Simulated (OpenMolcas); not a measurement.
# Si2NH6F (SMILES F[SiH2]N[SiH3]): levels of theory compared

Wanted: a comparison of 6 runs (HF/3-21G, BHLYP/cc-pVDZ, M06-L/cc-pVDZ, r2SCAN/cc-pVDZ, MP2/cc-pVDZ, CCSD(T)/cc-pVDZ) of Si2NH6F. 

The calculation is run with OpenMolcas 26.06.

1 further run of the same task is left out (set aside as unsound or not needed).

## 1. The structure to begin with

Si2NH6F has 10 atoms, charge 0, and is taken as a singlet. SMILES: `F[SiH2]N[SiH3]`. The Si4–H10 distance was set to 3.264 Å, away from the relaxed value. At this shape a bond of the SMILES string is far longer than usual.

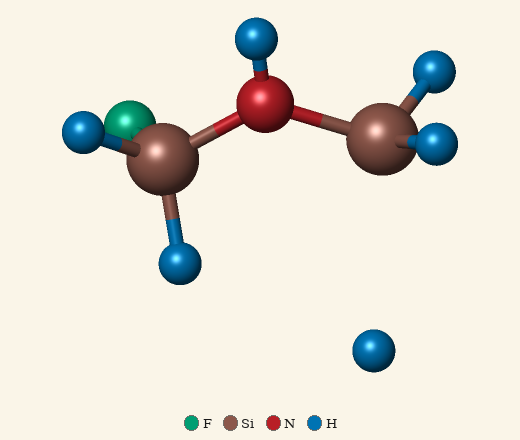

The structure, seen from a chosen angle (fluorine teal, silicon brown, nitrogen red, hydrogen blue).

## 2. A single-point energy at HF/3-21G (run 1)

Contents of test.inp:

```
>>> EXPORT MOLCAS_PRINT=2
&GATEWAY
BasLib
$CurrDir
Coord
10
bohr
F     -0.41281634     0.62537840    -5.17525121
Si     1.82934371     1.20646919    -3.22732152
N      3.51082201    -1.43272232    -2.45253381
Si     2.90610965    -3.58946674    -0.06278615
H      3.51535735     3.03081079    -4.51384706
H      0.62917864     2.22238595    -0.91845414
H      4.92717174    -1.88890220    -3.65080914
H      5.16754490    -3.94095580     1.56785852
H      2.18593503    -6.10979448    -1.07700216
H     -1.74686283    -1.29124986     3.26979311
Basis
3-21G
Group
NoSym
&SEWARD
&SCF
Thresholds
1e-10 1e-07 1e-07 1e-05
PrOrbitals
1 1
```

The basis set 3-21G is read from a file made from the Basis Set Exchange's data (not shown).

Run with:

```
$ export MOLCAS_MEM=1860
$ pymolcas test.inp > test.log
```

The program printed:

```text
--- Start Module: gateway ---
[...]
--- Stop Module: gateway /rc=_RC_ALL_IS_WELL_ ---
--- Start Module: seward ---
[...]
      Basis functions           56
--- Stop Module: seward /rc=_RC_ALL_IS_WELL_ ---
[...]
--- Start Module: scf ---
[...]
       Convergence after  13 Iterations
[...]
::    Total SCF energy                               -731.2340665429
[...]
      Total spin, S                                     0.0000000000
[...]
      Total electronic charge=   50.000000
      Total            charge=   -0.000000
[...]
      Dipole Moment (debye):
      Origin of the operator (angstrom)=    1.0505   -0.4617   -1.2816
                   X=  3.5514E+00               Y= -8.5038E-01               Z= -6.6039E-01           Total=  3.7110E+00
      Quadrupole Moment (debye*angstrom):
[...]
--- Stop Module: scf /rc=_RC_ALL_IS_WELL_ ---
[...]
```

Wall time 3.3 s (1 thread of AMD EPYC 7R43 (Zen 3), shared host); peak memory 0.39 GiB.

## 3. A single-point energy at BHLYP/cc-pVDZ (run 2)

Contents of mol.xyz:

```xyz
10

F     -0.218453     0.330936    -2.738625
Si     0.968047     0.638436    -1.707825
N      1.857847    -0.758164    -1.297825
Si     1.537847    -1.899464    -0.033225
H      1.860247     1.603836    -2.388625
H      0.332947     1.176036    -0.486025
H      2.607347    -0.999564    -1.931925
H      2.734547    -2.085464     0.829675
H      1.156747    -3.233164    -0.569925
H     -0.924400    -0.683300     1.730300
```

Contents of run.inp:

```
* FH6NSi2 Kohn-Sham DFT

&GATEWAY
  BasLib
  $CurrDir
  Coord
  mol.xyz
  Basis
  cc-pVDZ
  Group
  NoSym

&SEWARD
  GridInput
  Grid=UltraFine
  End of Grid

&SCF
  KSDFT
  HYB_GGA_XC_BHANDHLYP
  Thresholds
  1e-10 1e-07 1e-07 1e-05
  PrOrbitals
  1
```

The basis set cc-pVDZ is read from a file made from the Basis Set Exchange's data (not shown).

Run with:

```
$ export MOLCAS_MEM=1860
$ pymolcas run.inp > run.log
```

The program printed:

```text
--- Start Module: gateway ---
[...]
--- Stop Module: gateway /rc=_RC_ALL_IS_WELL_ ---
--- Start Module: seward ---
[...]
      Basis functions           94
--- Stop Module: seward /rc=_RC_ALL_IS_WELL_ ---
[...]
--- Start Module: scf ---
[...]
       Convergence after  15 Iterations
[...]
::    Total KS-DFT energy                            -737.0265734279
[...]
      Total spin, S                                     0.0000000000
[...]
      Total electronic charge=   50.000000
      Total            charge=   -0.000000
[...]
      Dipole Moment (debye):
      Origin of the operator (angstrom)=    1.0505   -0.4617   -1.2816
                   X=  3.7482E+00               Y= -1.0726E+00               Z= -1.0983E+00           Total=  4.0504E+00
      Quadrupole Moment (debye*angstrom):
[...]
--- Stop Module: scf /rc=_RC_ALL_IS_WELL_ ---
[...]
```

It took 44 s on 1 thread of AMD EPYC 7R43 (Zen 3), shared host; peak memory 0.52 GiB.

Run 3 isn't shown in full; the table further down has it.

## 4. The energy at r2SCAN/cc-pVDZ (run 4)

Contents of calc.input:

```
&gateway
 baslib
 $CurrDir
 coord
 10
 angstrom
 F       -0.218453       0.330936      -2.738625
 Si       0.968047       0.638436      -1.707825
 N        1.857847      -0.758164      -1.297825
 Si       1.537847      -1.899464      -0.033225
 H        1.860247       1.603836      -2.388625
 H        0.332947       1.176036      -0.486025
 H        2.607347      -0.999564      -1.931925
 H        2.734547      -2.085464       0.829675
 H        1.156747      -3.233164      -0.569925
 H       -0.924400      -0.683300       1.730300
 basis
 cc-pVDZ
 group
 NoSym

&seward
 gridinput
 Grid=UltraFine
 End of Grid

&scf
 ksdft
 2
 1.0 MGGA_X_R2SCAN
 1.0 MGGA_C_R2SCAN
 thresholds
 1e-10 1e-07 1e-07 1e-05
 prorbitals
 0
```

The basis set cc-pVDZ is read from a file made from the Basis Set Exchange's data (not shown).

Run with:

```
$ export MOLCAS_MEM=1860
$ pymolcas calc.input > calc.log
```

The program printed:

```text
--- Start Module: gateway ---
[...]
--- Stop Module: gateway /rc=_RC_ALL_IS_WELL_ ---
--- Start Module: seward ---
[...]
      Basis functions           94
--- Stop Module: seward /rc=_RC_ALL_IS_WELL_ ---
[...]
--- Start Module: scf ---
[...]
       Convergence after  19 Iterations
[...]
::    Total KS-DFT energy                            -736.9818655187
[...]
      Total spin, S                                     0.0000000000
[...]
      Total electronic charge=   50.000000
      Total            charge=   -0.000000
[...]
      Dipole Moment (debye):
      Origin of the operator (angstrom)=    1.0505   -0.4617   -1.2816
                   X=  3.3282E+00               Y= -9.6409E-01               Z= -1.0223E+00           Total=  3.6127E+00
      Quadrupole Moment (debye*angstrom):
[...]
--- Stop Module: scf /rc=_RC_ALL_IS_WELL_ ---
[...]
```

It took 68 s on 1 thread of AMD EPYC 7R43 (Zen 3), shared host; peak memory 0.52 GiB.

Run 5 isn't shown in full; the table further down has it.

## 5. A single-point energy at CCSD(T)/cc-pVDZ (run 6)

mol.xyz is that of step 3.

Contents of job.inp:

```
&gateway
baslib=$CurrDir
coord=mol.xyz
basis=cc-pVDZ
group=NoSym
&seward
&scf
thresholds=1e-10 1e-07 1e-07 1e-05
prorbitals=1 2
&rasscf
fileorb=$Project.ScfOrb
spin=1
nactel=0 0 0
inactive=25
ras2=0
outorbitals=Canonical
orblisting=Nothing
&motra
jobiph
frozen=12
&ccsdt
cct
triples=2
iterations=80
accuracy=1e-08
extrapolation=5 4
```

The basis set cc-pVDZ is read from a file made from the Basis Set Exchange's data (not shown).

Run with:

```
$ export MOLCAS_MEM=1860
$ pymolcas job.inp > job.log
```

The program printed:

```text
--- Start Module: gateway ---
[...]
--- Stop Module: gateway /rc=_RC_ALL_IS_WELL_ ---
[...]
      Basis functions           94
[...]
       Convergence after  18 Iterations
[...]
::    Total SCF energy                               -735.1502366426
[...]
      Total spin, S                                     0.0000000000
[...]
      Number of active orbitals                  0
[...]
      Spin quantum number                      0.0
[...]
      Active orbitals                            0
[...]
      Number of CSFs                             1
[...]
      Number of root(s) required                 1
[...]
      Convergence after  4 iterations
[...]
      Natural orbitals and occupation numbers for root  1
      ************************************************************************************************************************
      *                                                    Final results                                                     *
      ************************************************************************************************************************
[...]
::    RASSCF root number  1 Total energy:   -735.15023664
[...]
      Total electronic charge=   50.000000
      Total            charge=   -0.000000
[...]
      Dipole Moment (debye):
      Origin of the operator (angstrom)=    1.0505   -0.4617   -1.2816
                   X=  4.4739E+00               Y= -1.3068E+00               Z= -1.4913E+00           Total=  4.8936E+00
      Quadrupole Moment (debye*angstrom):
[...]
--- Start Module: motra ---
[...]
      *** WARNING: Default frozen orbitals is overwritten by user input.
      *** Default values:   6
[...]
--- Stop Module: motra /rc=_RC_ALL_IS_WELL_ ---
[...]
--- Start Module: ccsdt ---
[...]
      Convergence after                    20  Iterations
      Total energy (diff) :    -735.80607801      -0.00000000
[...]
 METHOD                       : CCSD+T(CCSD)+<T3(1)WT1> = CCSD(T)
[...]
       CCSD     =      -735.8060780118387
[...]
--- Stop Module: ccsdt /rc=_RC_ALL_IS_WELL_ ---
[...]
```

It took 95 s on 1 thread of AMD EPYC 7R43 (Zen 3), shared host; peak memory 0.52 GiB.

## 6. All runs side by side

```csv
run,level,integration grid,frozen core orbitals,energy (Eh),dipole moment (D) of the reference,HOMO energy (eV),LUMO energy (eV),wall time
1,HF/3-21G,–,–,-731.234067,3.71,-7.97,-0.78,3.3 s
2,BHLYP/cc-pVDZ,UltraFine,–,-737.026573,4.05,-7.17,-2.95,44 s
3,M06-L/cc-pVDZ,UltraFine,–,-737.092840,3.78,-5.94,-4.32,70 s
4,r2SCAN/cc-pVDZ,UltraFine,–,-736.981866,3.61,-5.96,-4.39,68 s
5,MP2/cc-pVDZ,–,12,-735.731180,4.89,-8.04,-0.83,15 s
6,CCSD(T)/cc-pVDZ,–,12,-735.828834,4.89,-8.04,-0.83,95 s
```

## 7. What came out

| quantity | value |
| --- | --- |
| run 6: total energy | -735.82883 Eh |
| run 6: dipole moment (mean-field density) | 4.89 D |
| run 6: HOMO energy (Hartree–Fock orbitals) | -8.04 eV |
| run 6: LUMO energy (Hartree–Fock orbitals) | -0.83 eV |
| run 6: HOMO–LUMO gap (Hartree–Fock orbitals) | 7.21 eV |
| run 6: correlation energy (12 core orbitals frozen) | -678.6 mEh |
| run 6: (T) correction | -22.76 mEh |

**Reading.** Over runs 1, 2, 3, 4 the dipole moment (its size) runs from 3.61 D (r2SCAN/cc-pVDZ) to 4.05 D (BHLYP/cc-pVDZ). Over runs 1, 2, 3, 4 the HOMO–LUMO gap runs from 1.58 eV (r2SCAN/cc-pVDZ) to 7.19 eV (HF/3-21G). The two ends differ in method and basis. Totals of different functionals can't be ranked against each other. In runs 1, 2, 3, 4, 5, 6 a closed-shell determinant meets a far-stretched bond, which it describes badly. All runs together took 4.9 min, the longest 95 s.
